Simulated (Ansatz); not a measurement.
```json
{"atom": "O", "x (Å)": "-0.7157", "y (Å)": "0.2260", "z (Å)": "1.4438"}
{"atom": "Si", "x (Å)": "0.0330", "y (Å)": "-0.0002", "z (Å)": "-0.0294"}
{"atom": "F", "x (Å)": "0.8406", "y (Å)": "-1.3841", "z (Å)": "-0.0692"}
{"atom": "F", "x (Å)": "-1.0343", "y (Å)": "-0.0817", "z (Å)": "-1.2222"}
{"atom": "H", "x (Å)": "0.9263", "y (Å)": "1.1664", "z (Å)": "-0.1644"}
```

All numbers below come from UKS PBE0-D4/def2-SVP in Ansatz.

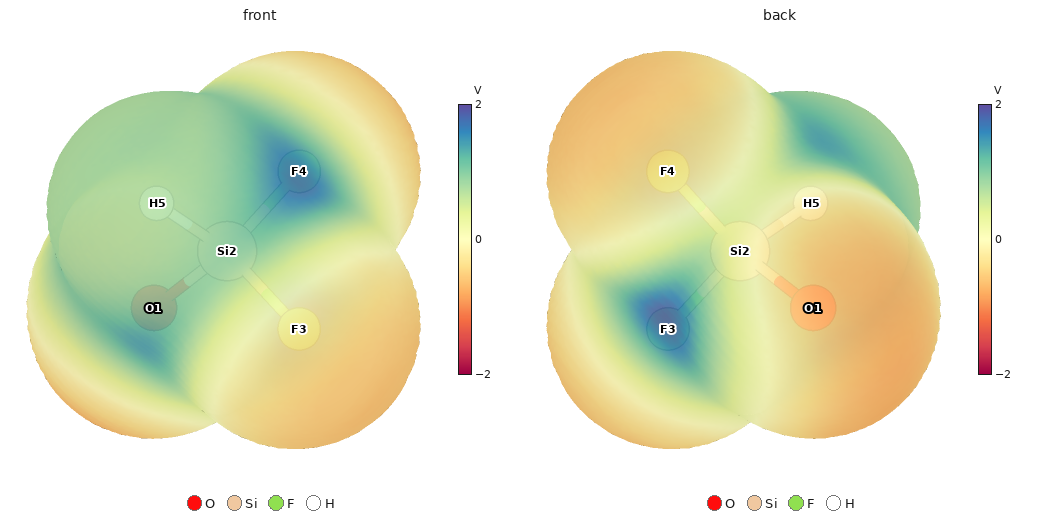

F$_{2}$HOSi (doublet). The molecular electrostatic potential painted on the density surface at 0.001 e/bohr³, seen from the front and from behind; red is negative and blue positive.

Where is the surface potential most negative and most positive?

Answer. The most negative region (about −0.8 V) lies over O1, the most positive (about +1.8 V) over Si2.
